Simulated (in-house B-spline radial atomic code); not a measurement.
System: Br⁶⁺ (Z = 35, 29 electrons), configuration [Ar] 3d10 4s1 (high spin). Computed with an in-house B-spline radial code: scalar-relativistic (spin-free one-electron X2C) PW91, spin-polarised, spherical fractional occupations, Fermi nucleus, basis-set limit. Radial functions and radii carry no picture-change correction.

```
Z = 35
electrons = 29.0
configuration = [Ar] 3d10 4s1
hamiltonian = x2c
method = pw91,pw91
spin_polarised = True
nucleus = fermi
rms_radius = 4.1629
mass_number = 79
atomic_mass = 78.918337574
speed_of_light = 137.035999084
```

Wanted: the radial probability densities P² of 4s up and 3d up.

3d up: outer maximum at 0.429 bohr, ⟨r⟩ = 0.580 bohr, 0 nodes, eigenvalue −156.4 eV; 4s up: outer maximum at 1.30 bohr, ⟨r⟩ = 1.42 bohr, 3 nodes, eigenvalue −97.1 eV.

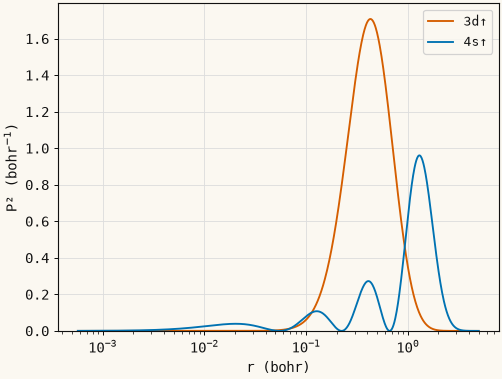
